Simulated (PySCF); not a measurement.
# C2H7In (SMILES C[CH2][InH2]): MP2/def2-TZVP (core potential)

What is the vertical singlet–triplet gap of C2H7In at MP2/def2-TZVP (core potential)? 

Program for the calculation: PySCF 2.14.0.

5 further runs of the same task are left out: 5 set aside as unsound or not needed.

## 1. The structure to begin with

C2H7In: 10 atoms, total charge 0, spin state singlet. As SMILES, `C[CH2][InH2]`. Geometry: relaxed at PBE0-D4/def2-TZVP.

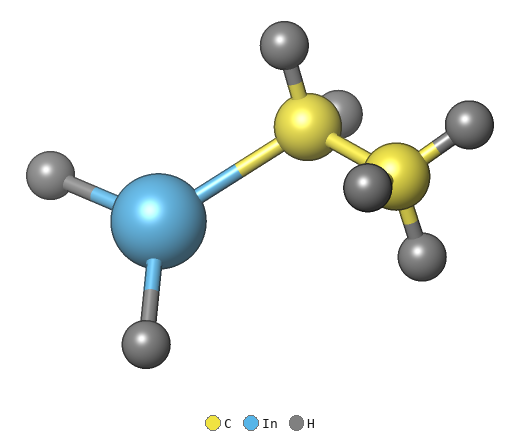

The structure, seen from a chosen angle (carbon yellow, indium blue, hydrogen grey).

## 2. A single-point energy at MP2/def2-TZVP (core potential)

Input file calc.py:

```python
from pyscf import gto, scf, mp

mol = gto.M(
    atom=[
    ('C', (-0.977700, 0.382700, -0.894700)),
    ('C', (-0.314700, -0.630300, 0.028300)),
    ('In', (1.454400, 0.070200, 1.061700)),
    ('H', (-1.865300, -0.032500, -1.384600)),
    ('H', (-0.300700, 0.717200, -1.685200)),
    ('H', (-1.297100, 1.277800, -0.354200)),
    ('H', (-0.022600, -1.530900, -0.522300)),
    ('H', (-1.013000, -0.976000, 0.797900)),
    ('H', (2.318500, -0.968100, 2.146100)),
    ('H', (2.018200, 1.690000, 0.807000)),
],
    max_memory=1860,
    ecp={'In': 'def2-svp'},
    basis='def2-tzvp',
    verbose=4,
)

hf = scf.RHF(mol)
hf.conv_tol = 1e-10
hf.kernel()
if not hf.converged:
    hf = hf.newton().run(hf.mo_coeff, hf.mo_occ)

pt = mp.MP2(hf).run()
energy = pt.e_tot
print('E = %.10f Eh' % energy)
```

Run with:

```console
$ OMP_NUM_THREADS=1 python calc.py
```

Standard output:

```text
PySCF version 2.14.0

[INPUT] num. atoms = 10
[INPUT] num. electrons = 40
[INPUT] charge = 0
[INPUT] spin (= nelec alpha-beta = 2S) = 0
[INPUT] symmetry False subgroup None
[INPUT] Mole.unit = angstrom
[INPUT] Symbol           X                Y                Z      unit          X                Y                Z       unit  Magmom
[INPUT]  1 C     -0.977700000000   0.382700000000  -0.894700000000 AA   -1.847585231987   0.723198187871  -1.690737963648 Bohr   0.0
[INPUT]  2 C     -0.314700000000  -0.630300000000   0.028300000000 AA   -0.594696811401  -1.191094376313   0.053479249325 Bohr   0.0
[INPUT]  3 In     1.454400000000   0.070200000000   1.061700000000 AA    2.748417675567   0.132658773944   2.006322226451 Bohr   0.0
[INPUT]  4 H     -1.865300000000  -0.032500000000  -1.384600000000 AA   -3.524906140151  -0.061416099048  -2.616514792073 Bohr   0.0
[INPUT]  5 H     -0.300700000000   0.717200000000  -1.685200000000 AA   -0.568240645657   1.355311576538  -3.184566465117 Bohr   0.0
[INPUT]  6 H     -1.297100000000   1.277800000000  -0.354200000000 AA   -2.451163756173   2.414692041969  -0.669340993321 Bohr   0.0
[INPUT]  7 H     -0.022600000000  -1.530900000000  -0.522300000000 AA   -0.042707810415  -2.892981724097  -0.987003954860 Bohr   0.0
[INPUT]  8 H     -1.013000000000  -0.976000000000   0.797900000000 AA   -1.914292564184  -1.844372697576   1.507812474790 Bohr   0.0
[INPUT]  9 H      2.318500000000  -0.968100000000   2.146100000000 AA    4.381330019804  -1.829443861191   4.055541235929 Bohr   0.0
[INPUT] 10 H      2.018200000000   1.690000000000   0.807000000000 AA    3.813845264597   3.193637150515   1.525008982524 Bohr   0.0

nuclear repulsion = 124.071180529659
number of shells = 66
number of NR pGTOs = 239
number of NR cGTOs = 154
basis = def2-tzvp
ecp = {'In': 'def2-svp'}

******** <class 'pyscf.scf.hf.RHF'> ********
method = RHF
initial guess = minao
damping factor = 0
level_shift factor = 0
DIIS = <class 'pyscf.scf.diis.CDIIS'>
diis_start_cycle = 1
diis_space = 8
diis_damp = 0
SCF conv_tol = 1e-10
SCF conv_tol_grad = None
SCF max_cycles = 50
direct_scf = True
direct_scf_tol = 1e-13
Set gradient conv threshold to 1e-05
Initial guess from minao.
init E= -235.747449266175
  HOMO = -0.546338295761844  LUMO = -0.363867754628554  gap/eV = 4.96528
cycle= 1 E= -268.540745133719  delta_E= -32.8  |g|= 1.82  |ddm|= 46.8
  HOMO = -0.249658708429946  LUMO = 0.0739220247403125  gap/eV = 8.80508
cycle= 2 E= -268.897530759413  delta_E= -0.357  |g|= 0.899  |ddm|= 4.94
  HOMO = -0.344664519778373  LUMO = 0.0323095756096947  gap/eV = 10.25799
cycle= 3 E= -269.005961765335  delta_E= -0.108  |g|= 0.105  |ddm|= 1.18
  HOMO = -0.355123801820373  LUMO = 0.0282570580214614  gap/eV = 10.43232
cycle= 4 E= -269.008311380051  delta_E= -0.00235  |g|= 0.0165  |ddm|= 0.234
  HOMO = -0.3550815101487  LUMO = 0.0282780245866636  gap/eV = 10.43174
cycle= 5 E= -269.008475175904  delta_E= -0.000164  |g|= 0.00538  |ddm|= 0.0572
  HOMO = -0.357078750049856  LUMO = 0.027883414870292  gap/eV = 10.47535
cycle= 6 E= -269.008490069914  delta_E= -1.49e-05  |g|= 0.00195  |ddm|= 0.0125
  HOMO = -0.357016093359025  LUMO = 0.027780576623714  gap/eV = 10.47085
cycle= 7 E= -269.008492408759  delta_E= -2.34e-06  |g|= 0.000561  |ddm|= 0.00482
  HOMO = -0.357080447886375  LUMO = 0.027776984131286  gap/eV = 10.47250
cycle= 8 E= -269.008492714336  delta_E= -3.06e-07  |g|= 0.000104  |ddm|= 0.00223
  HOMO = -0.357079349276216  LUMO = 0.0277736322252071  gap/eV = 10.47238
cycle= 9 E= -269.008492724523  delta_E= -1.02e-08  |g|= 2.66e-05  |ddm|= 0.000486
  HOMO = -0.357080163742907  LUMO = 0.0277715441867947  gap/eV = 10.47235
cycle= 10 E= -269.00849272485  delta_E= -3.27e-10  |g|= 7.67e-06  |ddm|= 6.9e-05
  HOMO = -0.357079558247015  LUMO = 0.0277715024297276  gap/eV = 10.47233
cycle= 11 E= -269.008492724887  delta_E= -3.67e-11  |g|= 1.7e-06  |ddm|= 2.93e-05
  HOMO = -0.357079380982057  LUMO = 0.0277715332613173  gap/eV = 10.47233
Extra cycle  E= -269.00849272489  delta_E= -2.61e-12  |g|= 6.7e-07  |ddm|= 4.51e-06
converged SCF energy = -269.00849272489

******** <class 'pyscf.mp.mp2.RMP2'> ********
nocc = 20, nmo = 154
E(RMP2) = -269.745961061813  E_corr = -0.737468336923502
E(SCS-RMP2) = -269.72547454496  E_corr = -0.71698182007055
E_corr(same-spin) = -0.193823289504985
E_corr(oppo-spin) = -0.543645047418518
E = -269.7459610618 Eh
```

Wall time 11 s (1 thread of Arm Neoverse V2, shared host); peak memory 0.96 GiB.

## 3. The triplet, same level

Input file run.py:

```python
from pyscf import gto, mp

mol = gto.M(
    atom=[
    ('C', (-0.977700, 0.382700, -0.894700)),
    ('C', (-0.314700, -0.630300, 0.028300)),
    ('In', (1.454400, 0.070200, 1.061700)),
    ('H', (-1.865300, -0.032500, -1.384600)),
    ('H', (-0.300700, 0.717200, -1.685200)),
    ('H', (-1.297100, 1.277800, -0.354200)),
    ('H', (-0.022600, -1.530900, -0.522300)),
    ('H', (-1.013000, -0.976000, 0.797900)),
    ('H', (2.318500, -0.968100, 2.146100)),
    ('H', (2.018200, 1.690000, 0.807000)),
],
    ecp={'In': 'def2-svp'},
    spin=2,
    verbose=3,
    max_memory=1860,
    basis='def2-tzvp',
)

mf = mol.UHF()
mf.conv_tol = 1e-10
mf.kernel()
if not mf.converged:
    mf = mf.newton().run(mf.mo_coeff, mf.mo_occ)

pt = mp.MP2(mf).run()
e_tot = pt.e_tot
print(f'total energy: {e_tot:.8f} hartree')
```

Run with:

```console
$ OMP_NUM_THREADS=1 python run.py
```

Standard output:

```text
WARN: HOMO -0.363867754628554 >= LUMO -0.546338295761844

WARN: HOMO -0.0330627731994895 >= LUMO -0.0916195999401364

converged SCF energy = -268.869776851998  <S^2> = 2.0166857  2S+1 = 3.0111033
E(UMP2) = -269.586461939831  E_corr = -0.716685087832263
E(SCS-UMP2) = -269.563292296404  E_corr = -0.693515444405893
total energy: -269.58646194 hartree
```

Run time: 42 s. Hardware: 1 thread of Arm Neoverse V2, shared host; peak memory 1.3 GiB.

## 4. What came out

At MP2/def2-TZVP (core potential):

| quantity | value |
| --- | --- |
| singlet: total energy | -269.74596 Eh |
| singlet: dipole moment (Hartree–Fock density) | 0.75 D |
| singlet: HOMO energy (Hartree–Fock orbitals) | -9.72 eV |
| singlet: LUMO energy (Hartree–Fock orbitals) | 0.76 eV |
| singlet: HOMO–LUMO gap (Hartree–Fock orbitals) | 10.47 eV |
| singlet: correlation energy | -737.5 mEh |
| triplet: total energy | -269.58646 Eh |
| triplet: dipole moment (Hartree–Fock density) | 5.72 D |
| triplet: HOMO energy (Hartree–Fock orbitals) (highest over α and β) | -4.92 eV |
| triplet: LUMO energy (Hartree–Fock orbitals) (lowest over α and β) | -1.55 eV |
| triplet: correlation energy | -716.7 mEh |
| triplet: ⟨S²⟩ of the reference determinant | 2.017 |
| vertical energy of the triplet above the singlet | 4.340 eV |

What this shows: At this shape the triplet lies 4.34 eV (419 kJ/mol) above the singlet. Mulliken charges (triplet) of the mean-field density run from -0.33 on C1 to +0.18 on H7.
